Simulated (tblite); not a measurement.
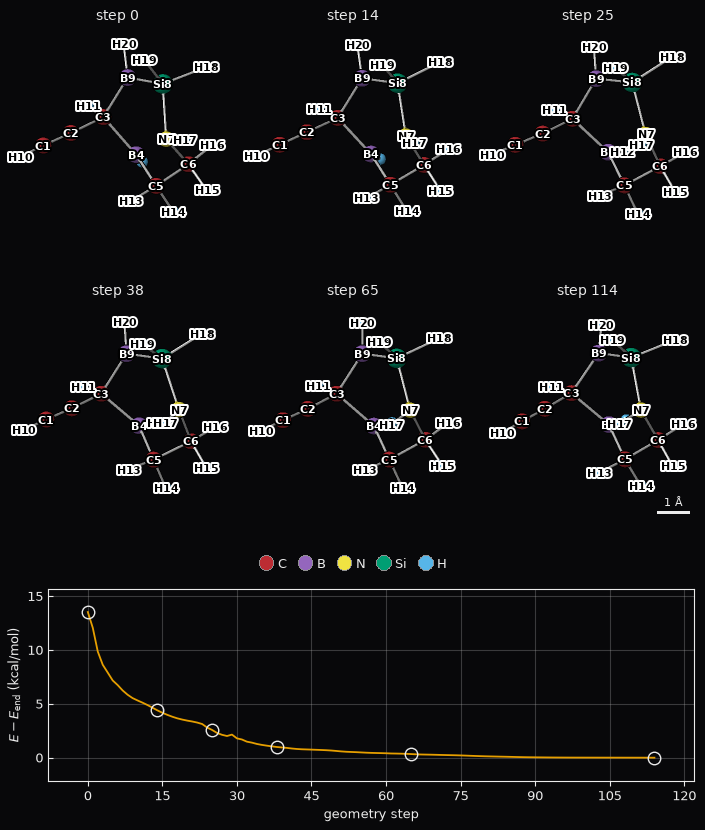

Frames of a relaxation of C5H11B2NSi, marked on the history of the run. Style: ball-and-stick. Shown at a tilt.

The calculation used GFN2-xTB geometry optimisation, gas phase in tblite 0.8.0. 

**Describe the path.**

After 114 geometry steps the energy has fallen by 13.5 kcal/mol. The largest move after the best rigid fit is that of H17, 1.20 Å. By element the largest moves are H 1.20 Å, C 0.42 Å, N 0.22 Å, B 0.18 Å, Si 0.11 Å. Some distances before and after: N7–Si8 1.799 → 1.738 Å, N7–H17 1.049 → 1.009 Å, B4–C5 1.610 → 1.574 Å, C6–N7 1.469 → 1.435 Å. Among the angles between lasting bonds that change: B4–C3–B9 111.1° → 99.1°, Si8–N7–H17 105.8° → 116.8°, C6–N7–Si8 111.8° → 121.2°. Groups turn about C3–B4 by about 30°, B4–C5 by about 20°, Si8–B9 by about 20°. The run took 1.7 s on 1 thread of Arm Neoverse N1 (shared host). From step 0 to 14: H19 moves most (0.24 Å), energy −9.13 kcal/mol. From step 14 to 25: H12 moves most (0.33 Å), energy −1.82 kcal/mol. From step 25 to 38: H12 moves most (0.27 Å), energy −1.58 kcal/mol. From step 38 to 65: H17 moves most (0.32 Å), energy −0.66 kcal/mol. From step 65 to 114: H10 moves most (0.26 Å), energy −0.34 kcal/mol.
